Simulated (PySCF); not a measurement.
C9H11F3S, SMILES CC(c1sc(cc1)C(F)(F)F)(C)C at its GFN2-xTB optimised geometry (Å):

```
24

C      2.9850    -0.6937    -0.3916
C      1.7824    -0.2419    -1.2235
C      1.8349    -0.9126    -2.6023
C      1.8227     1.2823    -1.3923
C      0.4963    -0.6234    -0.5466
C      0.2933    -1.2886     0.6253
C     -1.0675    -1.4694     0.9433
C     -1.8926    -0.9345     0.0000
C     -3.3757    -0.9345     0.0000
F     -3.9045    -1.5553    -1.0727
F     -3.8743    -1.5567     1.0792
F     -3.9045     0.3049     0.0000
S     -1.0123    -0.2013    -1.2911
H      2.9727    -0.2273     0.5903
H      3.9045    -0.4053    -0.8949
H      2.9871    -1.7739    -0.2702
H      1.7821    -1.9944    -2.5011
H      1.0026    -0.5820    -3.2194
H      2.7633    -0.6570    -3.1069
H      2.7525     1.5808    -1.8701
H      1.7575     1.7739    -0.4241
H      0.9926     1.6202    -2.0083
H      1.0840    -1.6469     1.2571
H     -1.4226    -1.9703     1.8256
```

Calculation: PBE/def2-SVP (PySCF). Cells within 0.4 Å of a nucleus heavier than hydrogen are left out (blank, or x).

Map of the Laplacian of the electron density (e/bohr⁵) on the plane z = 0.6 Å:

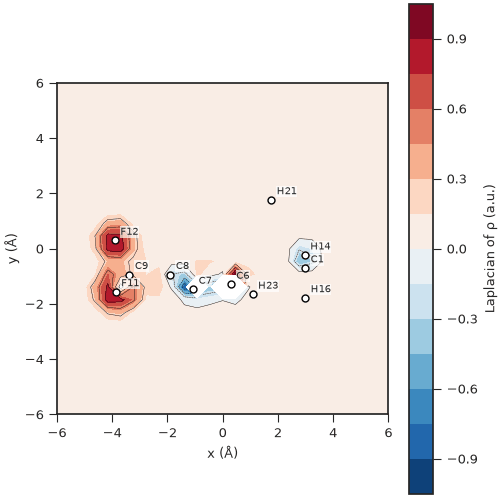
Figure: Laplacian of the electron density (e/bohr⁵) on the plane z = 0.6 Å.
